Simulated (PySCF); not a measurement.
## NMR shielding calculation of C$_{3}$H$_{5}$F$_{3}$

The run: NMR shielding calculation of C$_{3}$H$_{5}$F$_{3}$, SMILES CCC(F)(F)F. Method and program: GIAO KT3/pcSseg-2 NMR shielding, non-relativistic, gas phase (PySCF 2.14.0).

The geometry comes from this level: PBE0-D3(BJ)/def2-TZVP. Figures and captions count atoms from 1; the log counts them from 0 in places.

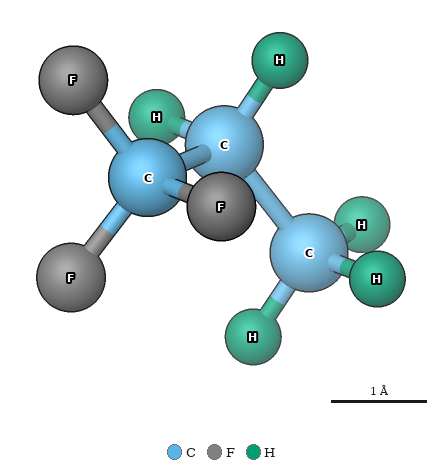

**Figure 1.** The structure as given in the input (ball-and-stick view, seen at a tilt). Bond lengths as drawn: C–C 1.50 to 1.52 Å, C–F 1.34 Å and C–H 1.09 Å.

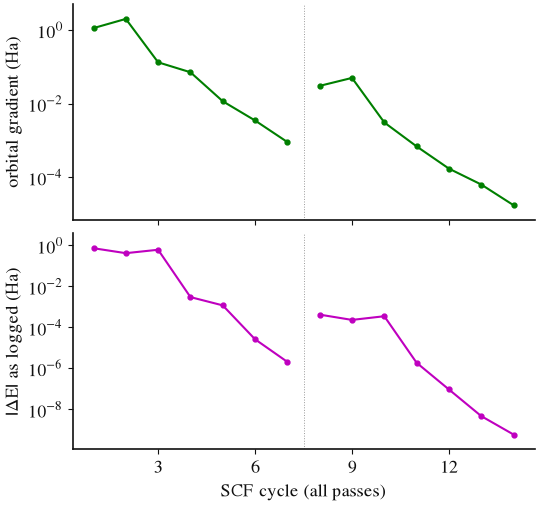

**Figure 2.** Convergence of the self-consistent field: orbital gradient and size of the energy change against the SCF cycle. The dotted line marks the change from a coarse to the final integration grid. The first 7 cycles use a coarse grid, the final grid takes over at cycle 8, and the field converges after 14 cycles in all.

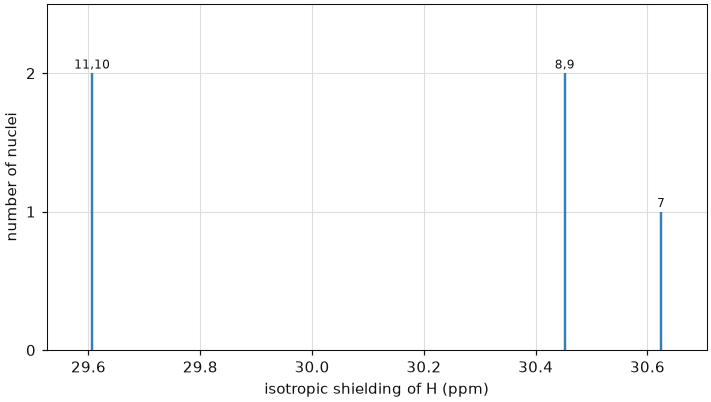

**Figure 3.** Isotropic shieldings of the hydrogen nuclei in this fixed geometry, labelled by atom number; shielding grows to the right, so chemical shift grows to the left. The least shielded is H11 (29.6 ppm), the most shielded H7 (30.6 ppm).

These pictures come from the run below.

The input:
```
{"job": {"kind": "nmr", "xc": "KT3", "basis": "pcSseg-2", "pop": false}, "charge": 0, "multiplicity": 1}
C      1.104603     0.705754     0.085472
C     -0.394475     0.474633     0.036874
C     -0.759829    -0.976680    -0.106629
F     -0.255188    -1.514423    -1.227752
F     -2.089397    -1.144117    -0.154463
F     -0.307493    -1.714414     0.919181
H      1.316603     1.771180     0.181408
H      1.588409     0.345883    -0.823710
H      1.555103     0.193654     0.936959
H     -0.850493     0.998207    -0.806387
H     -0.881859     0.832546     0.946592
```

The first line tells a small driver script what to run in PySCF; the rest is the geometry in Å.

Run as:
```bash
OMP_NUM_THREADS=1 python <driver script> task.json out
```

What the program printed:
```
coarse grid: 9616 points
cycle   1  E = -422.2459770526  dE =  7.342e-01  |g| = 1.130e+00  |ddm| = 2.085e+00
cycle   2  E = -421.8247896211  dE =  4.212e-01  |g| = 2.007e+00  |ddm| = 1.453e+00
cycle   3  E = -422.4432125259  dE = -6.184e-01  |g| = 1.328e-01  |ddm| = 9.742e-01
cycle   4  E = -422.4462443626  dE = -3.032e-03  |g| = 7.129e-02  |ddm| = 1.481e-01
cycle   5  E = -422.4474414796  dE = -1.197e-03  |g| = 1.162e-02  |ddm| = 5.210e-02
cycle   6  E = -422.4474680425  dE = -2.656e-05  |g| = 3.486e-03  |ddm| = 1.053e-02
cycle   7  E = -422.4474701389  dE = -2.096e-06  |g| = 9.052e-04  |ddm| = 2.931e-03
final grid: 95296 points
cycle   8  E = -422.4452254186  dE = -4.235e-04  |g| = 3.043e-02  |ddm| = 1.270e-01
cycle   9  E = -422.4449913707  dE =  2.340e-04  |g| = 5.006e-02  |ddm| = 3.359e-02
cycle  10  E = -422.4453453368  dE = -3.540e-04  |g| = 3.082e-03  |ddm| = 2.158e-02
cycle  11  E = -422.4453472354  dE = -1.899e-06  |g| = 6.896e-04  |ddm| = 2.790e-03
cycle  12  E = -422.4453473301  dE = -9.476e-08  |g| = 1.717e-04  |ddm| = 6.701e-04
cycle  13  E = -422.4453473349  dE = -4.761e-09  |g| = 6.348e-05  |ddm| = 1.200e-04
cycle  14  E = -422.4453473355  dE = -5.996e-10  |g| = 1.739e-05  |ddm| = 4.283e-05
converged SCF energy = -422.4453473355

GIAO shielding tensors (ppm)
atom      isotropic    diamagn.    paramagn.     s11        s22        s33       span
  0 C      173.427     242.372     -68.945    165.738    168.963    185.580     19.842
  1 C      150.921     245.973     -95.052    136.547    147.741    168.476     31.929
  2 C       45.061     240.582    -195.521     42.001     44.562     48.620      6.619
  3 F      250.751     471.738    -220.987    158.606    256.274    337.372    178.766
  4 F      238.160     468.710    -230.550    148.778    230.202    335.500    186.722
  5 F      250.648     471.703    -221.056    158.476    255.774    337.693    179.217
  6 H       30.624      28.960       1.664     26.370     28.048     37.456     11.086
  7 H       30.449      30.455      -0.005     26.125     29.225     35.998      9.873
  8 H       30.455      30.441       0.014     26.146     29.177     36.042      9.896
  9 H       29.608      30.911      -1.303     25.493     29.109     34.222      8.730
 10 H       29.605      30.910      -1.304     25.522     29.086     34.208      8.686
```

Key numbers:

| quantity | value |
| --- | --- |
| outcome | converged |
| total energy | −422.445347 hartree |
| HOMO | −8.85 eV |
| LUMO | −0.32 eV |
| dipole moment | 2.33 D |
| isotropic shielding, C | 45.1 to 173.4 ppm |
| isotropic shielding, F | 238.2 to 250.8 ppm |
| isotropic shielding, H | 29.6 to 30.6 ppm |
| hardware | 1 CPU thread, shared host |
| wall time | 25 s |
| peak memory | 0.78 GiB |
